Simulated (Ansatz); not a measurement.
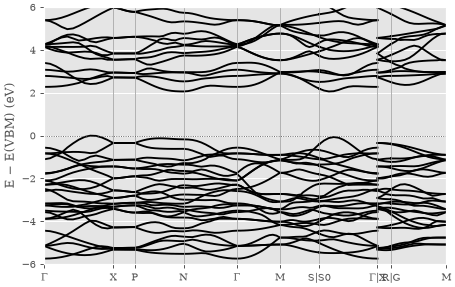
Fig. 1. Band structure from plane-wave PAW LDA (Ansatz code)

The gap is 2.02 eV; an edge lies off the plotted path or next to a special point (maximum on the Γ–X line, 70 % of the way from Γ, minimum off the standard path).

The material is VBiO$_{4}$ in space group I4_1/a (No. 88; V on 4b, Bi on 4a, O on 16f).

Symmetry was held in the LDA relaxation; of distortions, only those at the zone centre were tested. The run is not spin-polarised. No Hubbard U is applied. Spin–orbit coupling is left out wherever it is not named.

Potentials: the later of the program's two PAW sets.
